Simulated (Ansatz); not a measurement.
Cell of blue-P on blue-P (facing P atop P, which symmetry holds and which is mostly a maximum against sliding; blue-P a predicted or substrate-bound sheet, here free), atoms relaxed in a fixed cell:

```xyz
4
Lattice="3.2539 0.0000 0.0000 -1.6269 2.8179 0.0000 0.0000 0.0000 23.8300" Properties=species:S:1:pos:R:3 pbc="T T T"
P      0.0000     1.8786     8.1130
P      1.6269     0.9393     9.3604
P      1.6269     0.9393    14.4696
P      0.0000     0.0000    15.7170
```

These are PBE (plane waves to 420 eV, PAW; Ansatz, an electronic-structure program) values and carry that method's errors. No spin–orbit coupling. Its k-point mesh 12×12×1, Fermi–Dirac width 0.01 eV. A dipole correction is on.

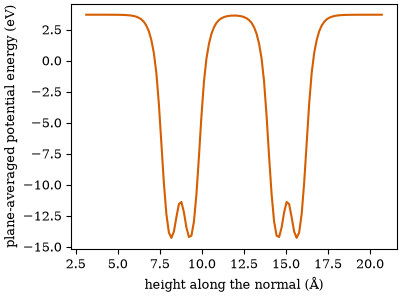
Smooth (PAW) electrostatic potential energy of an electron, averaged over planes, about its mean

The curve spans 18.0 eV over the stretch drawn.
